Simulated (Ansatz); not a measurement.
# AlSiH4 radical: an energy map over bond length Si2–H4 and angle H5–Si2–H4

How does the energy of AlH4Si, SMILES [AlH][SiH3], spin multiplicity 2 change over two coordinates at once? A grid of runs gives the map.

Program: Ansatz 0.2.0. Level of theory: UKS PBE-D4/def2-TZVP. These are calculated values, not measurements.

## 1. Where the work starts

SMILES `[AlH][SiH3]`, 6 atoms, charge 0, spin multiplicity 2.

Atoms are counted from 1 here; the program's logs count them from 0.

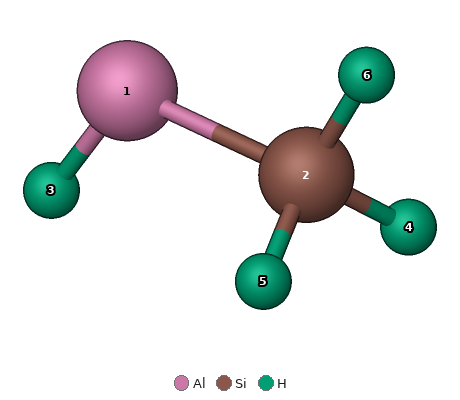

As it starts; aluminium pink, silicon brown, hydrogen teal; atoms are numbered from 1 in the order of the file.

As a file:

```xyz
6
charge 0, multiplicity 2
Al    0.72900   -1.11151    1.25250
Si   -0.33117    0.61054   -0.19608
H     1.30667   -2.44264    0.52497
H    -1.54408    0.03704   -0.89326
H     0.62412    1.08592   -1.26698
H    -0.78453    1.82064    0.57884
```

This geometry comes from a loose relaxation at PBE in a small basis, which is not shown.

## 2. Relaxing the molecule

Contents of input.yaml:

```yaml
crystal:
  periodic: [false, false, false]
  atoms:
    - { symbol: Al, position_ang: [0.729, -1.111507, 1.252502] }
    - { symbol: Si, position_ang: [-0.331173, 0.610544, -0.19608] }
    - { symbol: H, position_ang: [1.306674, -2.442636, 0.524974] }
    - { symbol: H, position_ang: [-1.544082, 0.03704, -0.893256] }
    - { symbol: H, position_ang: [0.624124, 1.085921, -1.266983] }
    - { symbol: H, position_ang: [-0.784533, 1.820638, 0.578843] }
magnetization:
  spin_polarized: true
  initial_magnetization: 1
basis:
  gaussian: { orbitals: def2-TZVP }
hamiltonian:
  xc: pbe
  dispersion: d4
output:
  forces: true
relax:
  f_tol: 0.003
  max_steps: 120
```

Command:

```console
$ ansatz run input.yaml --threads 1 --pin off --max-ram 2560MiB --backend cpu --events-out ev --progress --plain --runs-dir out
```

Standard output (excerpt; [...] marks lines left out):

```text
Warning: RAYON_NUM_THREADS=1 ignored (pool sized by the plan → 1); use --threads N
[...]
Functional definition: PBE
[...]
687 factors; their error is unknown
[...]
mean field -14530.27850176 eV, -533.9778859631 hartree, gradient 6.9e-6 eV, S^2 0.752260; 0 other end points of the search recorded, 0 dependent functions left out
[...]
reference -14530.27854579 eV, -533.9778875814 hartree; 16, 15 occupied and 82, 83 virtual orbitals, 687 factors
relax step   1: F+E_penalty+E_count = -14530.37809512 eV  Δ(F+E_penalty+E_count) = +0.000e0 eV  max|allowed force component| = 1.125e-1 eV/Å  Δτ_max = 0.0000 Å  (29 SCF iters, accepted)
[...]
relax step   3: F+E_penalty+E_count = -14530.38026267 eV  Δ(F+E_penalty+E_count) = -2.097e-4 eV  max|allowed force component| = 6.842e-3 eV/Å  Δτ_max = 0.0075 Å  (24 SCF iters, accepted)
[...]
relax step   4: F+E_penalty+E_count = -14530.38027596 eV  Δ(F+E_penalty+E_count) = -1.330e-5 eV  max|allowed force component| = 1.773e-3 eV/Å  Δτ_max = 0.0018 Å  (21 SCF iters, accepted)
687 factors; their error is unknown
mean field -14530.28066577 eV, -533.9779654891 hartree, gradient 3.5e-5 eV, S^2 0.752251; 1 other end points of the search recorded, 0 dependent functions left out
[...]
reference -14530.28070980 eV, -533.9779671071 hartree; 16, 15 occupied and 82, 83 virtual orbitals, 687 factors
Total energy: -14530.38031999 eV, -533.9816277142 hartree
Atom 0 at     0.729089    -1.112606     1.247437 Å, force     0.000216     0.000151     0.000348 eV/Å
Atom 1 at    -0.331638     0.611242    -0.195903 Å, force    -0.001226     0.001773    -0.001245 eV/Å
Atom 2 at     1.305909    -2.441049     0.526272 Å, force     0.000241    -0.000770     0.000026 eV/Å
Atom 3 at    -1.537890     0.041421    -0.888280 Å, force     0.000150    -0.000450     0.000108 eV/Å
Atom 4 at     0.618544     1.084484    -1.259680 Å, force     0.000374    -0.000341     0.000171 eV/Å
Atom 5 at    -0.784003     1.816508     0.570154 Å, force     0.000247    -0.000363     0.000593 eV/Å
Dipole moment:     0.027374    -0.019342     0.114610 e Å
```

Wall time 14 s (1 thread of Arm Neoverse V2, shared host); peak memory 0.16 GiB.

Relaxation path:

| step | energy from step 1 (eV) | largest force component (eV/Å) |
| --- | --- | --- |
| 1 | 0.0000 | 0.1125 |
| 2 | -0.0020 | 0.0383 |
| 3 | -0.0022 | 0.0068 |
| 4 | -0.0022 | 0.0018 |

Distances of close pairs at the start and the end, largest changes first:

```csv
bond,before (Å),after (Å),change (Å)
Si2–H5,1.512,1.503,-0.009
Si2–H4,1.512,1.503,-0.009
Si2–H6,1.507,1.498,-0.009
Al1–H3,1.623,1.618,-0.005
Al1–Si2,2.488,2.486,-0.002
```

## 3. The grid

The axes are (1) bond length Si2–H4: 15 values from 1.232 to 2.255 Å; (2) angle H5–Si2–H4: 15 values from 82.5 to 132.5 °.

Nothing else is relaxed (all other coordinates rigid). Energies count from the relaxed molecule at the same level. Points are written as (first, second).

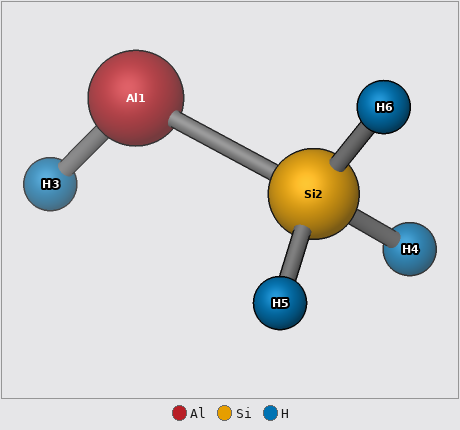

The geometry at (1.671 Å, 103.9°).

Of the runs on the grid, 3 are shown in the steps below; the others differ only in the two coordinates.

## 4. Point (1.671 Å, 103.9°)

Contents of input.yaml:

```yaml
crystal:
  periodic: [false, false, false]
  atoms:
    - { symbol: Al, position_ang: [0.729089, -1.112606, 1.247437] }
    - { symbol: Si, position_ang: [-0.331638, 0.611242, -0.195903] }
    - { symbol: H, position_ang: [1.305909, -2.441049, 0.526272] }
    - { symbol: H, position_ang: [-1.672686, -0.022255, -0.965651] }
    - { symbol: H, position_ang: [0.556048, 1.055396, -1.324249] }
    - { symbol: H, position_ang: [-0.784003, 1.816508, 0.570154] }
magnetization:
  spin_polarized: true
  initial_magnetization: 1
basis:
  gaussian: { orbitals: def2-TZVP }
hamiltonian:
  xc: pbe
  dispersion: d4
output:
  forces: true
```

Command:

```console
$ ansatz run input.yaml --threads 1 --pin off --max-ram 2560MiB --backend cpu --events-out ev --progress --plain --runs-dir out
```

Standard output (excerpt; [...] marks lines left out):

```text
Warning: RAYON_NUM_THREADS=1 ignored (pool sized by the plan → 1); use --threads N
[...]
Functional definition: PBE
[...]
687 factors; their error is unknown
[...]
mean field -14530.09930867 eV, -533.9713007385 hartree, gradient 7.7e-5 eV, S^2 0.752238; 0 other end points of the search recorded, 0 dependent functions left out
[...]
reference -14530.09935280 eV, -533.9713023602 hartree; 16, 15 occupied and 82, 83 virtual orbitals, 687 factors
Total energy: -14530.19999992 eV, -533.9750010738 hartree
Atom 0 at     0.729089    -1.112606     1.247437 Å, force    -0.017504    -0.009064    -0.039999 eV/Å
Atom 1 at    -0.331638     0.611242    -0.195903 Å, force    -1.448106    -0.744349    -0.907876 eV/Å
Atom 2 at     1.305909    -2.441049     0.526272 Å, force    -0.001267     0.006050     0.009117 eV/Å
Atom 3 at    -1.672686    -0.022255    -0.965651 Å, force     1.431094     0.678103     0.928201 eV/Å
Atom 4 at     0.556048     1.055396    -1.324249 Å, force     0.047501     0.055839     0.064701 eV/Å
Atom 5 at    -0.784003     1.816508     0.570154 Å, force    -0.011719     0.013422    -0.054144 eV/Å
Dipole moment:     0.077554    -0.010767     0.154456 e Å
```

Run time: 3.1 s. Hardware: 1 thread of Arm Neoverse V2, shared host; peak memory 0.12 GiB.

On the map this point reads 4.2 kcal/mol.

## 5. Point (1.963 Å, 93.2°)

Edit input.yaml of step 4 so:

```diff
@@ -6,4 +6,4 @@
     - { symbol: H, position_ang: [1.305909, -2.441049, 0.526272] }
-    - { symbol: H, position_ang: [-1.672686, -0.022255, -0.965651] }
-    - { symbol: H, position_ang: [0.556048, 1.055396, -1.324249] }
+    - { symbol: H, position_ang: [-1.907028, -0.132956, -1.100161] }
+    - { symbol: H, position_ang: [0.35072, 0.95911, -1.488884] }
     - { symbol: H, position_ang: [-0.784003, 1.816508, 0.570154] }
```

Command:

```console
$ ansatz run input.yaml --threads 1 --pin off --max-ram 2560MiB --backend cpu --events-out ev --progress --plain --runs-dir out
```

Standard output (excerpt; [...] marks lines left out):

```text
Warning: RAYON_NUM_THREADS=1 ignored (pool sized by the plan → 1); use --threads N
[...]
Functional definition: PBE
[...]
687 factors; their error is unknown
[...]
mean field -14529.31216372 eV, -533.9423736952 hartree, gradient 1.7e-5 eV, S^2 0.752234; 0 other end points of the search recorded, 0 dependent functions left out
[...]
reference -14529.31220774 eV, -533.9423753129 hartree; 16, 15 occupied and 82, 83 virtual orbitals, 687 factors
Total energy: -14529.43546468 eV, -533.9469049220 hartree
Atom 0 at     0.729089    -1.112606     1.247437 Å, force    -0.056778    -0.013826    -0.139958 eV/Å
Atom 1 at    -0.331638     0.611242    -0.195903 Å, force    -2.250565    -1.256484    -1.465224 eV/Å
Atom 2 at     1.305909    -2.441049     0.526272 Å, force    -0.004004     0.020997     0.029614 eV/Å
Atom 3 at    -1.907028    -0.132956    -1.100161 Å, force     2.094250     0.969504     1.531132 eV/Å
Atom 4 at     0.350720     0.959110    -1.488884 Å, force     0.230046     0.220479     0.217011 eV/Å
Atom 5 at    -0.784003     1.816508     0.570154 Å, force    -0.012949     0.059331    -0.172576 eV/Å
Dipole moment:     0.193043     0.014563     0.232605 e Å
```

It took 2.8 s on 1 thread of Arm Neoverse V2, shared host; peak memory 0.12 GiB.

Energy on the map's scale: 21.8 kcal/mol.

## 6. Point (1.525 Å, 107.5°)

Edit input.yaml of step 5 so:

```diff
@@ -6,4 +6,4 @@
     - { symbol: H, position_ang: [1.305909, -2.441049, 0.526272] }
-    - { symbol: H, position_ang: [-1.907028, -0.132956, -1.100161] }
-    - { symbol: H, position_ang: [0.35072, 0.95911, -1.488884] }
+    - { symbol: H, position_ang: [-1.555515, 0.033095, -0.898396] }
+    - { symbol: H, position_ang: [0.618517, 1.084471, -1.25971] }
     - { symbol: H, position_ang: [-0.784003, 1.816508, 0.570154] }
```

Command:

```console
$ ansatz run input.yaml --threads 1 --pin off --max-ram 2560MiB --backend cpu --events-out ev --progress --plain --runs-dir out
```

Standard output (excerpt; [...] marks lines left out):

```text
Warning: RAYON_NUM_THREADS=1 ignored (pool sized by the plan → 1); use --threads N
[...]
Functional definition: PBE
[...]
687 factors; their error is unknown
[...]
mean field -14530.27690921 eV, -533.9778274380 hartree, gradient 1.8e-5 eV, S^2 0.752252; 0 other end points of the search recorded, 0 dependent functions left out
[...]
reference -14530.27695329 eV, -533.9778290578 hartree; 16, 15 occupied and 82, 83 virtual orbitals, 687 factors
Total energy: -14530.37655140 eV, -533.9814892209 hartree
Atom 0 at     0.729089    -1.112606     1.247437 Å, force    -0.002601    -0.000230    -0.002896 eV/Å
Atom 1 at    -0.331638     0.611242    -0.195903 Å, force    -0.258286    -0.126310    -0.146390 eV/Å
Atom 2 at     1.305909    -2.441049     0.526272 Å, force    -0.000178    -0.000295     0.000632 eV/Å
Atom 3 at    -1.555515     0.033095    -0.898396 Å, force     0.270441     0.129602     0.154977 eV/Å
Atom 4 at     0.618517     1.084471    -1.259710 Å, force    -0.004587    -0.000841    -0.002713 eV/Å
Atom 5 at    -0.784003     1.816508     0.570154 Å, force    -0.004790    -0.001926    -0.003610 eV/Å
Dipole moment:     0.031941    -0.018457     0.117838 e Å
```

Wall time 3.4 s (1 thread of Arm Neoverse V2, shared host); peak memory 0.12 GiB.

That is 0.09 kcal/mol from the zero.

## 7. All points together

225 points were computed. Energies in kcal/mol, from the relaxed molecule at the same level:

| angle H5–Si2–H4 (°) ↓, bond length Si2–H4 (Å) → | 1.232 | 1.305 | 1.379 | 1.452 | 1.525 | 1.598 | 1.671 | 1.744 | 1.817 | 1.890 | 1.963 | 2.036 | 2.109 | 2.182 | 2.255 |
| --- | --- | --- | --- | --- | --- | --- | --- | --- | --- | --- | --- | --- | --- | --- | --- |
| 132.5 | 27.6 | 16.6 | 10.3 | 7.5 | 7.2 | 8.7 | 11.4 | 15.0 | 18.9 | 23.3 | 27.9 | 32.6 | 37.3 | 41.8 | 46.1 |
| 128.9 | 25.8 | 14.8 | 8.4 | 5.6 | 5.3 | 6.8 | 9.6 | 13.1 | 17.1 | 21.5 | 26.1 | 30.9 | 35.6 | 40.2 | 44.6 |
| 125.4 | 24.3 | 13.3 | 6.9 | 4.1 | 3.8 | 5.3 | 8.0 | 11.6 | 15.5 | 19.9 | 24.7 | 29.5 | 34.2 | 38.8 | 43.3 |
| 121.8 | 23.1 | 12.0 | 5.6 | 2.8 | 2.5 | 3.9 | 6.7 | 10.2 | 14.2 | 18.6 | 23.4 | 28.2 | 33.0 | 37.7 | 42.2 |
| 118.2 | 22.1 | 11.0 | 4.6 | 1.8 | 1.4 | 2.9 | 5.6 | 9.1 | 13.1 | 17.6 | 22.3 | 27.1 | 32.0 | 36.7 | 41.2 |
| 114.6 | 21.5 | 10.4 | 3.9 | 1.1 | 0.7 | 2.1 | 4.8 | 8.3 | 12.3 | 16.7 | 21.5 | 26.3 | 31.2 | 35.9 | 40.5 |
| 111.1 | 21.2 | 10.0 | 3.6 | 0.6 | 0.2 | 1.7 | 4.3 | 7.8 | 11.8 | 16.2 | 20.9 | 25.8 | 30.6 | 35.4 | 40.0 |
| 107.5 | 21.2 | 10.0 | 3.5 | 0.5 | 0.1 | 1.5 | 4.1 | 7.6 | 11.5 | 15.9 | 20.6 | 25.4 | 30.3 | 35.0 | 39.6 |
| 103.9 | 21.5 | 10.3 | 3.7 | 0.7 | 0.2 | 1.6 | 4.2 | 7.6 | 11.5 | 15.8 | 20.5 | 25.3 | 30.1 | 34.9 | 39.5 |
| 100.4 | 22.1 | 10.8 | 4.2 | 1.2 | 0.7 | 1.9 | 4.5 | 7.9 | 11.7 | 16.0 | 20.7 | 25.5 | 30.3 | 35.0 | 39.6 |
| 96.8 | 23.1 | 11.7 | 5.1 | 2.0 | 1.4 | 2.6 | 5.1 | 8.5 | 12.3 | 16.5 | 21.1 | 25.8 | 30.6 | 35.3 | 39.9 |
| 93.2 | 24.4 | 13.0 | 6.3 | 3.1 | 2.5 | 3.6 | 6.1 | 9.3 | 13.1 | 17.2 | 21.8 | 26.5 | 31.2 | 35.8 | 40.3 |
| 89.6 | 26.0 | 14.6 | 7.8 | 4.6 | 3.8 | 4.9 | 7.3 | 10.5 | 14.1 | 18.3 | 22.7 | 27.3 | 32.0 | 36.6 | 41.0 |
| 86.1 | 27.9 | 16.4 | 9.6 | 6.3 | 5.5 | 6.5 | 8.8 | 11.9 | 15.5 | 19.5 | 23.9 | 28.4 | 33.0 | 37.5 | 41.9 |
| 82.5 | 30.3 | 18.7 | 11.8 | 8.4 | 7.5 | 8.4 | 10.6 | 13.6 | 17.1 | 21.0 | 25.3 | 29.8 | 34.2 | 38.7 | 43.0 |

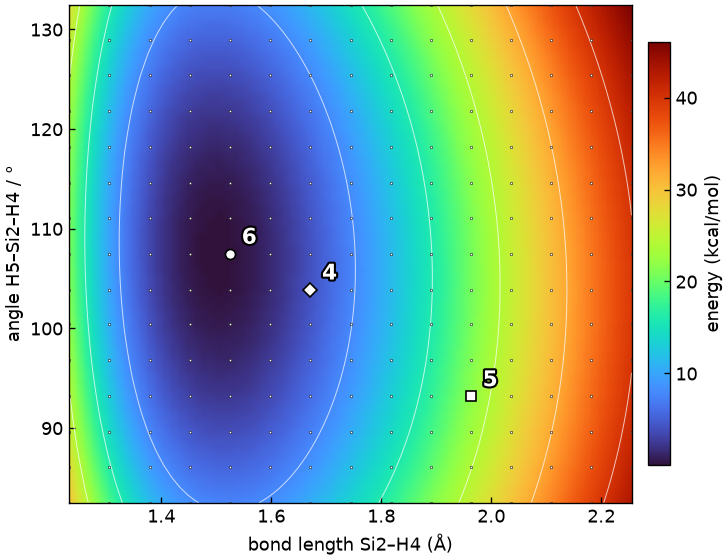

The map; numbers mark the steps of this session that print a point's run. Drawn: a smooth colour map, dots at the grid points.

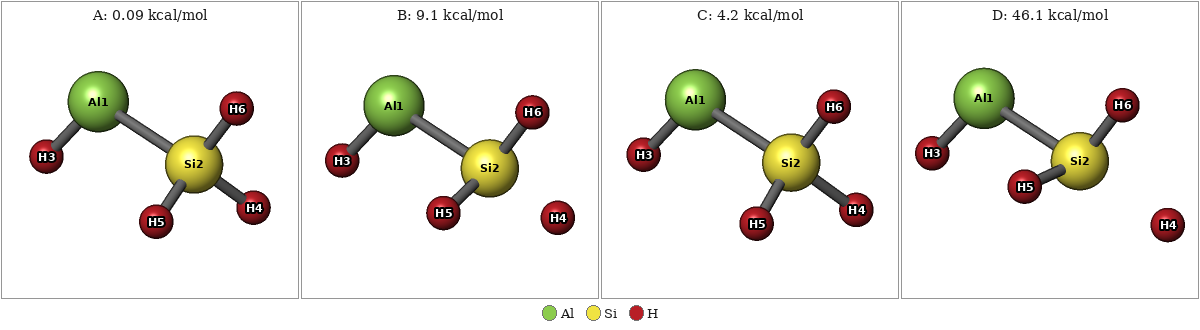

Structures on the grid, at one scale: A at (1.525 Å, 107.5°); B at (1.744 Å, 118.2°); C at (1.671 Å, 103.9°); D at (2.255 Å, 132.5°).

On the same grid, largest force on an atom (eV/Å):

```
angle H5–Si2–H4 (°) ↓, bond length Si2–H4 (Å) →  1.232  1.305  1.379  1.452  1.525  1.598  1.671  1.744  1.817  1.890  1.963  2.036  2.109  2.182  2.255
                                          132.5    9.0    5.8    3.5    2.0    1.1    1.5    2.0    2.3    2.5    2.7    2.8    2.8    2.8    2.6    2.5
                                          128.9    8.9    5.7    3.4    1.8    0.9    1.4    2.0    2.3    2.5    2.8    2.8    2.8    2.8    2.7    2.5
                                          125.4    8.8    5.6    3.3    1.6    0.7    1.4    2.0    2.3    2.5    2.8    2.9    2.9    2.8    2.7    2.6
                                          121.8    8.7    5.5    3.1    1.5    0.6    1.4    1.9    2.3    2.5    2.8    2.9    2.9    2.8    2.7    2.6
                                          118.2    8.6    5.4    3.0    1.3    0.5    1.3    1.9    2.3    2.5    2.8    2.9    2.9    2.8    2.8    2.7
                                          114.6    8.4    5.2    2.8    1.2    0.4    1.3    1.9    2.3    2.5    2.7    2.9    2.9    2.9    2.8    2.7
                                          111.1    8.3    5.1    2.7    1.0    0.4    1.3    1.9    2.2    2.5    2.7    2.9    2.9    2.9    2.8    2.7
                                          107.5    8.4    5.1    2.7    0.9    0.3    1.2    1.9    2.2    2.5    2.7    2.9    2.9    2.9    2.8    2.7
                                          103.9    8.4    5.1    2.7    1.0    0.5    1.3    1.9    2.2    2.4    2.7    2.8    2.9    2.8    2.8    2.7
                                          100.4    8.4    5.2    2.7    1.0    0.6    1.4    2.0    2.3    2.5    2.7    2.8    2.9    2.8    2.8    2.7
                                           96.8    8.5    5.2    2.8    1.1    0.7    1.5    2.1    2.4    2.6    2.8    2.9    2.9    2.8    2.8    2.7
                                           93.2    8.5    5.2    2.8    1.2    0.8    1.6    2.2    2.5    2.7    2.9    3.0    3.0    2.9    2.8    2.7
                                           89.6    8.6    5.3    2.9    1.3    0.9    1.7    2.3    2.6    2.8    3.0    3.0    3.0    3.0    2.9    2.8
                                           86.1    8.6    5.4    3.0    1.4    1.0    1.8    2.4    2.7    2.8    3.0    3.1    3.1    3.0    2.9    2.8
                                           82.5    8.7    5.4    3.1    1.5    1.1    1.9    2.4    2.7    2.9    3.1    3.1    3.1    3.1    3.0    2.8
```

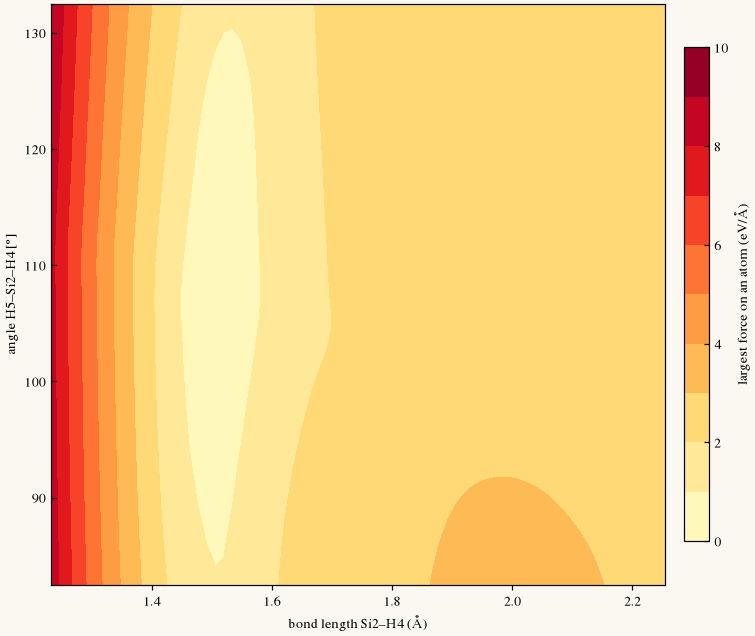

The largest force on an atom over the grid. The picture shows filled contours.

## 8. Results

```
                       quantity                                                                          value
                   lowest point                                               (1.525 Å, 107.5°), 0.09 kcal/mol
         highest computed point                              (2.255 Å, 132.5°), 46.0 kcal/mol above the lowest
largest force on an atom (eV/Å)  0.3 at (1.525 Å, 107.5°) to 9.0 at (1.232 Å, 132.5°); 0.3 at the lowest point
        time for the whole task                                                12 min on 1 thread, shared host
```

The lowest computed point is at (1.525 Å, 107.5°), 0.09 kcal/mol from the relaxed molecule at the same level. The grid is coarse, so the lowest point of the scanned range may lie between grid points; coordinates that were held can hide deeper minima. No other kind of well shows on this grid. The highest computed point, (2.255 Å, 132.5°), lies 46.0 kcal/mol above the lowest. Round the minimum the two coordinates are nearly uncoupled.
